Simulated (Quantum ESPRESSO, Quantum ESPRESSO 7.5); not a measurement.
**Ba(100), 5 layers: parallel layout and speed**

Aim: which layout of ranks, pools and threads brings Ba(100), 5 layers to self-consistency fastest, and whether the result stays the same.

Method: plane-wave DFT, PBE, PseudoDojo norm-conserving pseudopotentials, in Quantum ESPRESSO 7.5.

## 1. Set-up

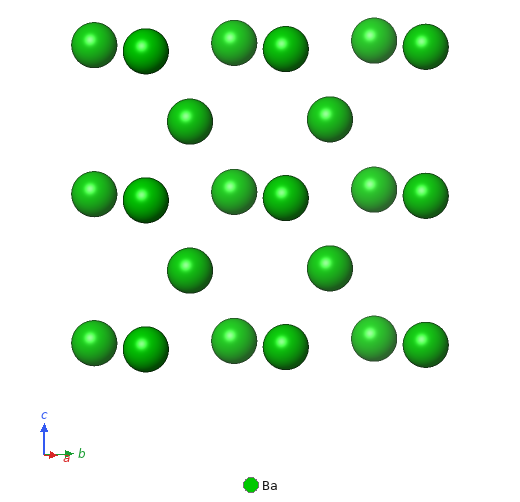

The starting structure, seen from the side, with the c axis up (barium green). 1×2×1 cells are drawn. Some periodic images of atoms are drawn too.

The cell holds 5 atoms: 5 Ba. Cell: a = 5.020 Å, b = 5.020 Å, c = 26.040 Å, α = 90.0°, β = 90.0°, γ = 90.0°. It derives from Ba. Vacuum lies along c.

## 2. Self-consistent run: 4 ranks, 4 pools, 1 thread a rank

The first run is the reference of the series.

c0.in reads:

```
&control
  prefix = 'c0'
  outdir = './out'
  pseudo_dir = './pseudo'
  calculation = 'scf'
  tprnfor = .true.
/
&system
  ibrav = 0
  nat = 5
  ntyp = 1
  ecutwfc = 36
  ecutrho = 144
  occupations = 'smearing'
  smearing = 'mv'
  degauss = 0.02
  assume_isolated = 'esm'
  esm_bc = 'bc1'
/
&electrons
  conv_thr = 1e-07
  mixing_beta = 0.4
  electron_maxstep = 120
  mixing_mode = 'local-TF'
/
ATOMIC_SPECIES
  Ba  137.3270  Ba.dojo-sr-pbe-0.4.1-standard.upf
CELL_PARAMETERS angstrom
  5.02000000000000 0.00000000000000 0.00000000000000
  0.00000000000000 5.02000000000000 0.00000000000000
  0.00000000000000 0.00000000000000 26.04000000000000
ATOMIC_POSITIONS crystal
  Ba  0.000000000000 0.000000000000 -0.192780337942
  Ba  0.500000000000 0.500000000000 -0.096390168971
  Ba  0.000000000000 0.000000000000 0.000000000000
  Ba  0.500000000000 0.500000000000 0.096390168971
  Ba  0.000000000000 0.000000000000 0.192780337942
K_POINTS automatic
  6 6 1 0 0 0
```

The run is started by

```console
> OMP_NUM_THREADS=1 mpirun -n 4 pw.x -nk 4 -in c0.in > c0.out
```

The program printed:

```text
Program PWSCF v.7.5 starts
[citation notice left out]

     Parallel version (MPI & OpenMP), running on       4 processor cores
     Number of MPI processes:                 4
     Threads/MPI process:                     1

     MPI processes distributed on     1 nodes
[...]
Current dimensions of program PWSCF are:
     Max number of different atomic species (ntypx) = 10
     Max number of k-points (npk) =  40000
     Max angular momentum in pseudopotentials (lmaxx) =  4
     Message from routine setup:
     using ibrav=0 with symmetry is DISCOURAGED, use correct ibrav instead

     K-points division:     npool     =       4
     Subspace diagonalization in iterative solution of the eigenvalue problem:
     a serial algorithm will be used

     G-vector sticks info
     --------------------
     sticks:   dense  smooth     PW     G-vecs:    dense   smooth      PW
     Sum        1041    1041    293               129267   129267   20225

     Using Slab Decomposition

     bravais-lattice index     =            0
     lattice parameter (alat)  =       9.4864  a.u.
     unit-cell volume          =    4428.3814 (a.u.)^3
     number of atoms/cell      =            5
     number of atomic types    =            1
     number of electrons       =        50.00
     number of Kohn-Sham states=           30
     kinetic-energy cutoff     =      36.0000  Ry
     charge density cutoff     =     144.0000  Ry
     scf convergence threshold =      1.0E-07
     mixing beta               =       0.4000
     number of iterations used =            8  local-TF  mixing
     Exchange-correlation= PBE
                           (   1   4   3   4   0   0   0)

     Effective Screening Medium Method
     =================================
     Boundary Conditions: Vacuum-Slab-Vacuum
     total charge in unit cell        =   0.0000
     grid points for fit at edges     =        4

     celldm(1)=   9.486425  celldm(2)=   0.000000  celldm(3)=   0.000000
     celldm(4)=   0.000000  celldm(5)=   0.000000  celldm(6)=   0.000000

     crystal axes: (cart. coord. in units of alat)
               a(1) = (   1.000000   0.000000   0.000000 )
               a(2) = (   0.000000   1.000000   0.000000 )
               a(3) = (   0.000000   0.000000   5.187251 )

     reciprocal axes: (cart. coord. in units 2 pi/alat)
               b(1) = (  1.000000  0.000000  0.000000 )
               b(2) = (  0.000000  1.000000  0.000000 )
               b(3) = (  0.000000  0.000000  0.192780 )

     PseudoPot. # 1 for Ba read from file:
     ./pseudo/Ba.dojo-sr-pbe-0.4.1-standard.upf
     Pseudo is Norm-conserving + core correction, Zval = 10.0
     Generated using ONCVPSP code by D. R. Hamann
     Using radial grid of 1958 points,  6 beta functions with:
                l(1) =   0
                l(2) =   0
                l(3) =   1
                l(4) =   1
                l(5) =   2
                l(6) =   2

     atomic species   valence    mass     pseudopotential
     Ba               10.00   137.32700     Ba( 1.00)

     16 Sym. Ops., with inversion, found

   Cartesian axes

     site n.     atom                  positions (alat units)
         1        Ba     tau(   1) = (   0.0000000   0.0000000  -1.0000000  )
         2        Ba     tau(   2) = (   0.5000000   0.5000000  -0.5000000  )
         3        Ba     tau(   3) = (   0.0000000   0.0000000   0.0000000  )
         4        Ba     tau(   4) = (   0.5000000   0.5000000   0.5000000  )
         5        Ba     tau(   5) = (   0.0000000   0.0000000   1.0000000  )

     number of k points=    10  Marzari-Vanderbilt smearing, width (Ry)=  0.0200
                       cart. coord. in units 2pi/alat
        k(    1) = (   0.0000000   0.0000000   0.0000000), wk =   0.0555556
        k(    2) = (   0.0000000   0.1666667   0.0000000), wk =   0.2222222
        k(    3) = (   0.0000000   0.3333333   0.0000000), wk =   0.2222222
        k(    4) = (   0.0000000  -0.5000000   0.0000000), wk =   0.1111111
        k(    5) = (   0.1666667   0.1666667   0.0000000), wk =   0.2222222
        k(    6) = (   0.1666667   0.3333333   0.0000000), wk =   0.4444444
        k(    7) = (   0.1666667  -0.5000000   0.0000000), wk =   0.2222222
        k(    8) = (   0.3333333   0.3333333   0.0000000), wk =   0.2222222
        k(    9) = (   0.3333333  -0.5000000   0.0000000), wk =   0.2222222
        k(   10) = (  -0.5000000  -0.5000000   0.0000000), wk =   0.0555556

     Dense  grid:   129267 G-vectors     FFT dimensions: (  40,  40, 192)

     Estimated max dynamical RAM per process >     183.17 MB

     Estimated total dynamical RAM >     637.99 MB

     Initial potential from superposition of free atoms

     starting charge      49.9172, renormalised to      50.0000

     negative rho (up, down):  1.285E-04 0.000E+00
     Starting wfcs are   25 randomized atomic wfcs +    5 random wfcs

     total cpu time spent up to now is        1.9 secs

     per-process dynamical memory:   108.8 Mb

     Self-consistent Calculation

     iteration #  1     ecut=    36.00 Ry     beta= 0.40
     Davidson diagonalization with overlap
     ethr =  1.00E-02,  avg # of iterations = 11.4

     Threshold (ethr) on eigenvalues was too large:
     Diagonalizing with lowered threshold

     Davidson diagonalization with overlap
     c_bands:  3 eigenvalues not converged
     ethr =  8.91E-04,  avg # of iterations = 16.1

     total cpu time spent up to now is        6.8 secs

     total energy              =    -280.82860049 Ry
     estimated scf accuracy    <       0.70626576 Ry

     iteration #  2     ecut=    36.00 Ry     beta= 0.40
[...]
negative rho (up, down):  2.438E-06 0.000E+00

[...]
total energy              =    -280.72863259 Ry
     estimated scf accuracy    <       0.50715855 Ry

     iteration #  3     ecut=    36.00 Ry     beta= 0.40
[...]
total energy              =    -280.76268603 Ry
     estimated scf accuracy    <       0.04972456 Ry

     iteration #  4     ecut=    36.00 Ry     beta= 0.40
[...]
c_bands:  1 eigenvalues not converged
     c_bands:  3 eigenvalues not converged
[...]
total energy              =    -280.80545478 Ry
     estimated scf accuracy    <       0.17167660 Ry

     iteration #  5     ecut=    36.00 Ry     beta= 0.40
[...]
c_bands:  1 eigenvalues not converged
[...]
total energy              =    -280.82934315 Ry
     estimated scf accuracy    <       0.01519163 Ry

     iteration #  7     ecut=    36.00 Ry     beta= 0.40
[...]
c_bands:  2 eigenvalues not converged
     c_bands:  1 eigenvalues not converged
[...]
total energy              =    -280.83211835 Ry
     estimated scf accuracy    <       0.13075279 Ry

     iteration #  8     ecut=    36.00 Ry     beta= 0.40
[...]
total energy              =    -280.84141688 Ry
     estimated scf accuracy    <       0.06707675 Ry

     iteration #  9     ecut=    36.00 Ry     beta= 0.40
[...]
total energy              =    -280.81732769 Ry
     estimated scf accuracy    <       0.10173466 Ry

     iteration # 10     ecut=    36.00 Ry     beta= 0.40
[...]
c_bands:  2 eigenvalues not converged
[...]
negative rho (up, down):  6.358E-04 0.000E+00

[...]
total energy              =    -280.83095372 Ry
     estimated scf accuracy    <       0.02198989 Ry

     iteration # 11     ecut=    36.00 Ry     beta= 0.40
[...]
c_bands:  1 eigenvalues not converged
[...]
total energy              =    -280.77222240 Ry
     estimated scf accuracy    <       0.62512029 Ry

     iteration # 12     ecut=    36.00 Ry     beta= 0.40
[...]
c_bands:  1 eigenvalues not converged
     c_bands:  1 eigenvalues not converged
[...]
total energy              =    -280.82642300 Ry
     estimated scf accuracy    <       0.01740829 Ry

     iteration # 13     ecut=    36.00 Ry     beta= 0.40
[...]
negative rho (up, down):  9.861E-08 0.000E+00

[...]
total energy              =    -280.81939204 Ry
     estimated scf accuracy    <       0.07060291 Ry

     iteration # 14     ecut=    36.00 Ry     beta= 0.40
[...]
negative rho (up, down):  1.285E-02 0.000E+00

[...]
total energy              =    -280.83464327 Ry
     estimated scf accuracy    <       0.02251996 Ry

[...]
iteration # 35     ecut=    36.00 Ry     beta= 0.40
[...]
negative rho (up, down):  2.755E-05 0.000E+00

[...]
total energy              =    -280.82141815 Ry
     estimated scf accuracy    <       0.00007875 Ry

     iteration # 36     ecut=    36.00 Ry     beta= 0.40
[...]
negative rho (up, down):  2.141E-04 0.000E+00

[...]
total energy              =    -280.82135524 Ry
     estimated scf accuracy    <       0.00000690 Ry

     iteration # 37     ecut=    36.00 Ry     beta= 0.40
[...]
c_bands:  1 eigenvalues not converged
[...]
negative rho (up, down):  5.676E-07 0.000E+00

[...]
total energy              =    -280.82144856 Ry
     estimated scf accuracy    <       0.00004369 Ry

     iteration # 38     ecut=    36.00 Ry     beta= 0.40
[...]
negative rho (up, down):  8.505E-07 0.000E+00

[...]
total energy              =    -280.82144778 Ry
     estimated scf accuracy    <       0.00000769 Ry

     iteration # 39     ecut=    36.00 Ry     beta= 0.40
[...]
negative rho (up, down):  1.802E-05 0.000E+00

[...]
total energy              =    -280.82143804 Ry
     estimated scf accuracy    <       0.00000302 Ry

     iteration # 40     ecut=    36.00 Ry     beta= 0.40
[...]
negative rho (up, down):  2.411E-05 0.000E+00

[...]
total energy              =    -280.82143498 Ry
     estimated scf accuracy    <       0.00000095 Ry

     iteration # 41     ecut=    36.00 Ry     beta= 0.40
[...]
total energy              =    -280.82145121 Ry
     estimated scf accuracy    <       0.00000054 Ry

     iteration # 42     ecut=    36.00 Ry     beta= 0.40
[...]
End of self-consistent calculation

          k = 0.0000 0.0000 0.0000 ( 16073 PWs)   bands (ev):

   -31.8899 -31.8899 -31.2378 -31.1842 -31.1725 -17.0807 -17.0806 -16.9725
   -16.9725 -16.9722 -16.9722 -16.4878 -16.4455 -16.4455 -16.4063 -16.2972
   -16.2972 -16.2614 -16.2161 -16.2161  -4.9062  -4.3586  -3.5557  -2.8604
    -2.7888  -2.7783  -2.4340  -1.7634  -1.6420  -1.6059

          k = 0.0000 0.1667 0.0000 ( 16082 PWs)   bands (ev):

   -31.8892 -31.8892 -31.2344 -31.1836 -31.1746 -17.0811 -17.0810 -16.9937
   -16.9937 -16.9688 -16.9685 -16.4980 -16.4889 -16.4310 -16.3682 -16.3355
   -16.2976 -16.2353 -16.2323 -16.2302  -4.6625  -4.1535  -3.4187  -2.7854
    -2.6819  -2.6095  -2.3142  -1.8111  -1.6073  -1.5387

          k = 0.0000 0.3333 0.0000 ( 16160 PWs)   bands (ev):

   -31.8877 -31.8877 -31.2267 -31.1824 -31.1799 -17.0833 -17.0815 -17.0354
   -17.0347 -16.9614 -16.9614 -16.5525 -16.5079 -16.3925 -16.3615 -16.3520
   -16.2986 -16.2682 -16.2540 -16.2176  -4.0122  -3.6475  -3.1993  -2.8488
    -2.6388  -2.2821  -1.9789  -1.7735  -1.5988  -1.3699

          k = 0.0000-0.5000 0.0000 ( 16170 PWs)   bands (ev):

   -31.8869 -31.8869 -31.2221 -31.1833 -31.1818 -17.0849 -17.0819 -17.0559
   -17.0543 -16.9577 -16.9577 -16.5737 -16.5230 -16.3741 -16.3571 -16.3476
   -16.3032 -16.2990 -16.2529 -16.2171  -3.2254  -3.2210  -3.2014  -3.0903
    -3.0325  -2.0380  -1.9572  -1.6365  -1.5407  -1.5100

          k = 0.1667 0.1667 0.0000 ( 16135 PWs)   bands (ev):

   -31.8885 -31.8885 -31.2315 -31.1830 -31.1762 -17.0803 -17.0797 -16.9914
   -16.9909 -16.9898 -16.9896 -16.4916 -16.4882 -16.4745 -16.3393 -16.3387
   -16.3137 -16.2690 -16.2261 -16.2215  -4.4320  -3.9422  -3.2425  -2.6187
    -2.5190  -2.4863  -2.2586  -1.8228  -1.6446  -1.6336

          k = 0.1667 0.3333 0.0000 ( 16155 PWs)   bands (ev):

   -31.8870 -31.8870 -31.2251 -31.1817 -31.1801 -17.0793 -17.0777 -17.0326
   -17.0321 -16.9839 -16.9836 -16.5462 -16.4944 -16.4593 -16.3512 -16.3368
   -16.3160 -16.2848 -16.2346 -16.2296  -3.8262  -3.4235  -2.9450  -2.6005
    -2.4632  -2.2662  -1.9805  -1.8240  -1.7453  -1.6423

[...]
the Fermi energy is    -2.3598 ev

!    total energy              =    -280.82145663 Ry
     estimated scf accuracy    <       0.00000006 Ry
     smearing contrib. (-TS)   =      -0.00060425 Ry
     internal energy E=F+TS    =    -280.82085239 Ry

     The total energy is F=E-TS. E is the sum of the following terms:
     one-electron contribution =    2664.27320965 Ry
     hartree contribution      =   -1337.56365363 Ry
     xc contribution           =     -66.06619810 Ry
     ewald contribution        =   -1541.46421031 Ry

     convergence has been achieved in  42 iterations

     Forces acting on atoms (cartesian axes, Ry/au):

     atom    1 type  1   force =     0.00000000    0.00000000   -0.00296387
     atom    2 type  1   force =     0.00000000    0.00000000    0.00415187
     atom    3 type  1   force =     0.00000000    0.00000000    0.00000000
     atom    4 type  1   force =     0.00000000    0.00000000   -0.00415187
     atom    5 type  1   force =     0.00000000    0.00000000    0.00296387

     Total force =     0.007214     Total SCF correction =     0.000661

[...]
=------------------------------------------------------------------------------=
   JOB DONE.
=------------------------------------------------------------------------------=
[...]
```

The job ended after 1.7 min (4 MPI ranks of Intel Xeon 6975P-C (Granite Rapids), shared host; peak memory 0.74 GiB; 6.7 min of CPU time).

Numbers from this step:

* free energy: -3820.7706 eV
* Fermi energy: -2.360 eV
* vacuum line at the lower end of the cell, over the Fermi level: 2.360 eV
* vacuum line at the upper end of the cell, over the Fermi level: 2.360 eV

The potential energy, planar mean oscillates, so the rows of the table below give means over windows of 2.58 Å about each position, cut where the curve ends. Its maxima inside the range that stand out by 2 % of the span (Å: eV): -3.8: -0.667, -1.2: -0.565, 1.2: -0.565, 3.8: -0.667. Its minima: -5.0: -9.01, -2.6: -8.44, 0.0: -8.66, 2.6: -8.44, 5.0: -9.01.

Electrostatic potential energy of an electron; zero at the Fermi level. Table of potential energy, planar mean by z; means over each step:

| z (Å) | potential energy, planar mean (eV) |
| --- | --- |
| -11.73 | 2.36 |
| -9.15 | 2.33 |
| -6.57 | -0.0816 |
| -3.99 | -4.38 |
| -1.41 | -4.21 |
| 1.17 | -4.23 |
| 3.75 | -4.36 |
| 6.33 | -1.07 |
| 8.91 | 2.31 |
| 11.49 | 2.36 |

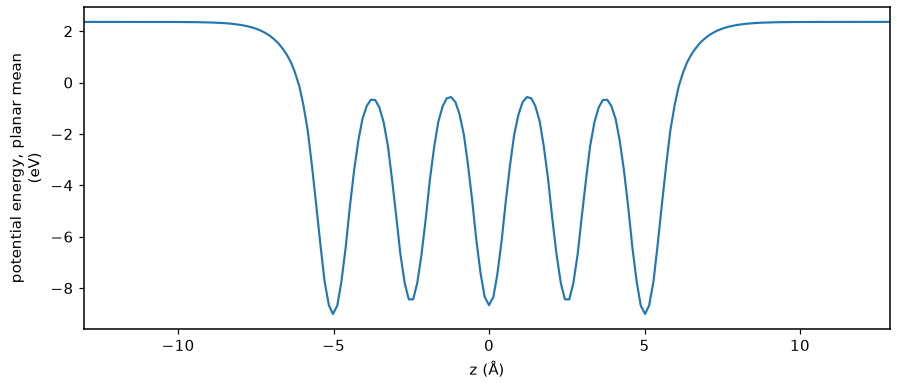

Potential energy, planar mean against z.

The program's own clock; routines nest. Time by routine:

| routine | wall time (s) | calls |
| --- | --- | --- |
| PWSCF | 99.95 | 1 |
| electrons | 97.69 | 1 |
| c_bands | 67.59 | 43 |
| cegterg | 52.19 | 129 |
| h_psi | 40.85 | 1202 |
| vloc_psi | 31.79 | 1202 |
| fftw | 29.34 | 27818 |
| mix_rho | 19.46 | 43 |
| sum_band | 6.94 | 43 |
| ffts | 6.89 | 4100 |
| calbec | 4.76 | 1214 |
| h_psi:calbec | 4.66 | 1202 |
| add_vuspsi | 4.09 | 1202 |
| v_of_rho | 3.01 | 43 |

The vacuum levels are read from the outermost 0.7 Å of the cell on either side.

The run needed 42 iterations to bring the estimated error under 1e-07 Ry; the largest force on any atom, held or free, is 0.11 eV/Å.

Inside the slab this potential holds the local part of the pseudopotentials, which can be repulsive at the nuclei; only its value in the vacuum has a meaning of its own.

## 3. Ground state: 4 ranks, 2 pools, 1 thread a rank

c1.in is the input of step 2 with these lines changed:

```diff
@@ -1,3 +1,3 @@
 &control
-  prefix = 'c0'
+  prefix = 'c1'
   outdir = './out'
```

The run is started by

```console
> OMP_NUM_THREADS=1 mpirun -n 4 pw.x -nk 2 -in c1.in > c1.out
```

The program printed:

```text
[banner, memory and clock lines left out]
Program PWSCF v.7.5 starts
[...]
Message from routine setup:
[...]
number of electrons       =        50.00
     number of Kohn-Sham states=           30
     kinetic-energy cutoff     =      36.0000  Ry
     charge density cutoff     =     144.0000  Ry
[...]
number of k points=    10  Marzari-Vanderbilt smearing, width (Ry)=  0.0200
[...]
Dense  grid:   129267 G-vectors     FFT dimensions: (  40,  40, 192)
[...]
negative rho (up, down):  1.285E-04 0.000E+00
     Starting wfcs are   25 randomized atomic wfcs +    5 random wfcs
[...]
estimated scf accuracy    <       0.73508896 Ry
[...]
negative rho (up, down):  2.523E-06 0.000E+00
[...]
estimated scf accuracy    <       0.52257987 Ry
[...]
estimated scf accuracy    <       0.04729145 Ry
[...]
estimated scf accuracy    <       0.13507435 Ry
[...]
estimated scf accuracy    <       0.01890362 Ry
[...]
estimated scf accuracy    <       0.03937858 Ry
[...]
estimated scf accuracy    <       0.01206775 Ry
[...]
estimated scf accuracy    <       0.00424600 Ry
[...]
estimated scf accuracy    <       0.02966477 Ry
[...]
estimated scf accuracy    <       0.00991936 Ry
[...]
estimated scf accuracy    <       0.00215014 Ry
[...]
estimated scf accuracy    <       0.00107217 Ry
[...]
estimated scf accuracy    <       0.00033601 Ry
[...]
negative rho (up, down):  1.678E-04 0.000E+00
[...]
estimated scf accuracy    <       0.00003255 Ry
[...]
estimated scf accuracy    <       0.00003544 Ry
[...]
negative rho (up, down):  4.990E-06 0.000E+00
[...]
estimated scf accuracy    <       0.00000920 Ry
[...]
negative rho (up, down):  2.594E-05 0.000E+00
[...]
estimated scf accuracy    <       0.00003553 Ry
[...]
negative rho (up, down):  6.485E-06 0.000E+00
[...]
estimated scf accuracy    <       0.00016918 Ry
[...]
negative rho (up, down):  3.758E-06 0.000E+00
[...]
estimated scf accuracy    <       0.00008831 Ry
[...]
negative rho (up, down):  1.366E-06 0.000E+00
[...]
estimated scf accuracy    <       0.00005930 Ry
[...]
estimated scf accuracy    <       0.00005496 Ry
[...]
estimated scf accuracy    <       0.00002226 Ry
[...]
estimated scf accuracy    <       0.00000059 Ry
[...]
estimated scf accuracy    <       0.00000401 Ry
[...]
estimated scf accuracy    <       0.00000068 Ry
[...]
estimated scf accuracy    <       0.00000016 Ry
[...]
the Fermi energy is    -2.3616 ev
!    total energy              =    -280.82145633 Ry
     estimated scf accuracy    <       0.00000005 Ry
     smearing contrib. (-TS)   =      -0.00060007 Ry
     internal energy E=F+TS    =    -280.82085626 Ry
[...]
one-electron contribution =    2664.27456727 Ry
     hartree contribution      =   -1337.56501135 Ry
     xc contribution           =     -66.06620187 Ry
     ewald contribution        =   -1541.46421031 Ry
     convergence has been achieved in  27 iterations
[...]
Total force =     0.007563     Total SCF correction =     0.000688
[...]
```

It took 54 s on 4 MPI ranks; peak memory 0.53 GiB.

Numbers from this step:

- Fermi energy: -2.362 eV
- vacuum line at the lower end of the cell, over the Fermi level: 2.362 eV
- vacuum line at the upper end of the cell, over the Fermi level: 2.362 eV

The program's own clock; routines nest. Time by routine:

| routine | wall time (s) | calls |
| --- | --- | --- |
| PWSCF | 53.54 | 1 |
| electrons | 52.4 | 1 |
| c_bands | 39.12 | 28 |
| cegterg | 32.95 | 140 |
| h_psi | 25.86 | 1532 |
| vloc_psi | 20.95 | 1532 |
| fftw | 20.52 | 30842 |
| mix_rho | 7.52 | 28 |
| sum_band | 4.56 | 28 |
| ffts | 3.56 | 2584 |
| calbec | 2.61 | 1552 |
| h_psi:calbec | 2.54 | 1532 |
| add_vuspsi | 2.18 | 1532 |
| v_of_rho | 1.05 | 28 |

Counted from each run's own zero (the Fermi level), the vacuum level differs from the first run's by +2 meV.

(Part 1 of 3 ends here.)

[Logs are printed without paths, hosts, clocks, repeated set-up lines and the standing remarks that a program may print on its own settings, such as how far it seeks lower states.]

[Hosts, paths, dates, database ids (printed as entryN), source tags and the programs' standing remarks are cut or masked in the printed files.]

[Maps of the electrostatic potential energy from Ansatz leave out the sawtooth potential of an applied field or a dipole correction, so their vacuum need not be flat; planar profiles and work functions include it.]
